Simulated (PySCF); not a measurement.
## A study: C2H10P2Si, SMILES `CC[SiH](P)P`

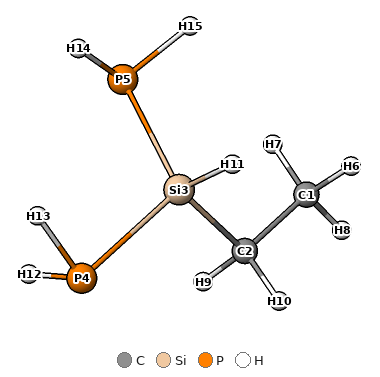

The molecule, with its atoms numbered as below. No frequency check shows the geometry to be a minimum.

Coordinates in Å:

```
C1       2.4753   -1.1272   -0.0551
C2       1.0041   -1.4392   -0.2856
Si3     -0.1411   -0.1246    0.4926
P4      -2.2602   -0.5978   -0.1250
P5       0.5874    1.8808   -0.2562
H6       2.7041   -1.1191    1.0083
H7       2.7230   -0.1481   -0.4648
H8       3.1122   -1.8673   -0.5359
H9       0.8136   -1.4991   -1.3592
H10      0.7658   -2.4192    0.1283
H11     -0.1160   -0.2446    1.9646
H12     -2.1326   -0.0758   -1.3993
H13     -2.7851    0.5844    0.3627
H14     -0.3903    2.6171    0.3923
H15      1.4962    2.0702    0.7702
```

### 1. In an electric field

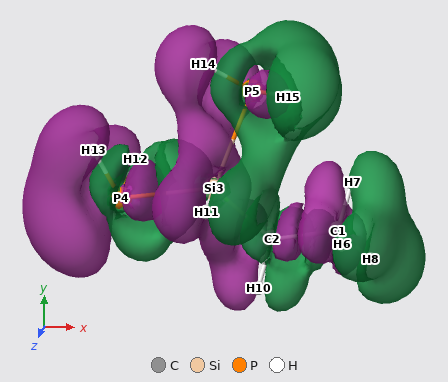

Change of the electron density in a uniform field of 0.10 V/Å, surfaces at ±0.0005 e/Å³ (green: gain, purple: loss).

Method: BLYP/def2-SVPD; geometry: GFN2-xTB; program: PySCF.

The field was applied in both directions; the picture shows the one opposite to the script's first.

Question: Along which Cartesian direction does the field point?

Answer: Along −x: electrons gather on the +x side, against the field.

Question: What dipole is induced, and what polarisability does it imply?

Answer: The induced dipole is 0.65 D (along the field); α along this axis, from the fields in both directions, is 128 bohr³ (19.0 Å³).

### 2. Localised orbitals

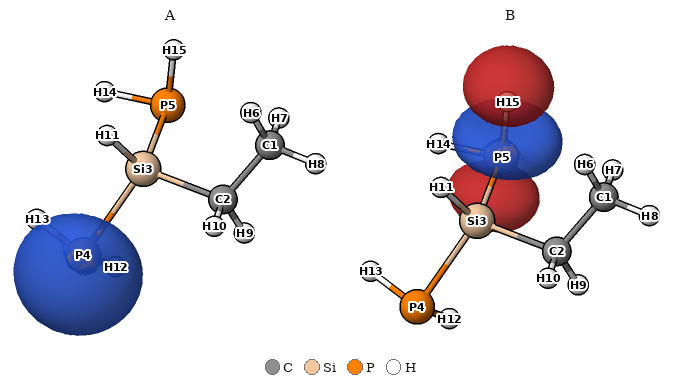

Intrinsic bond orbitals (IBO), occupied and valence-virtual; each surface holds about 80 % of the orbital's density. Energies are diagonal elements of the Fock matrix.

Computed with PySCF, TPSSh/6-311G**, geometry: GFN2-xTB.

Question: What does each orbital represent in a Lewis picture?

Answer: By panel:
- A: lone pair on P4 (sp1-type) (P4 98 %; −9.1 eV)
- B: σ* orbital P5–H15 (P5 51 %, H15 49 %; 4.5 eV)

Question: How do all the valence pairs divide up?

Answer: 16 pairs: 14 σ bonds and 2 lone pairs.

### 3. Stretching a bond

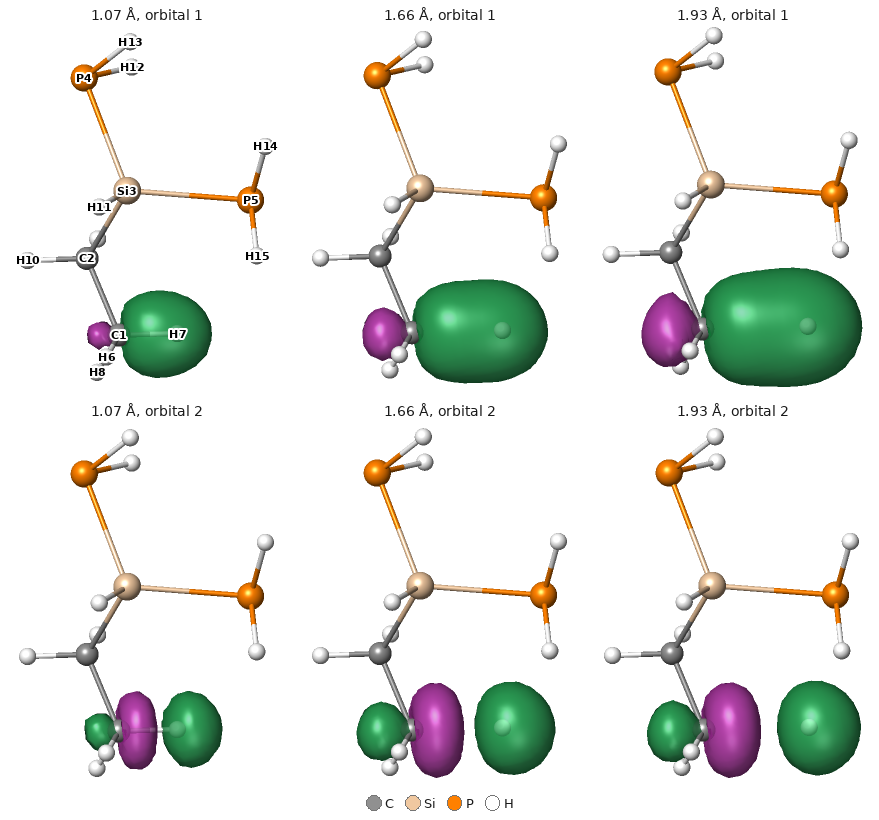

Rigid stretch of the C1–H7 bond. The two CASSCF(2,2) natural orbitals nearest half filling (orbital 1 the more occupied).

PySCF calculation, 6-31G* basis, gas phase; geometry: GFN2-xTB.

Question: How do the occupations change along the stretch?

Answer: 1.07 Å: 1.98 and 0.02; 1.66 Å: 1.91 and 0.09; 1.93 Å: 1.83 and 0.17. At the longest distance computed (3.00 Å) they are 1.28 and 0.72, and the effective number of unpaired electrons is 1.7.

Question: Where does the UHF solution part from RHF?

Answer: Between 1.66 Å (⟨S²⟩ = 0, the two coincide) and 1.93 Å (⟨S²⟩ = 0.56); at 3.00 Å ⟨S²⟩ is 0.99 and UHF lies 3.5 eV below RHF.

Question: How much energy does the stretch cost?

Answer: By CASSCF, 4.3 eV from the lowest point of the scan (1.07 Å) to 3.00 Å; RHF gives 7.4 eV from its own lowest point. The fragments aren't relaxed and dynamic correlation is missing, so this isn't a bond dissociation energy.
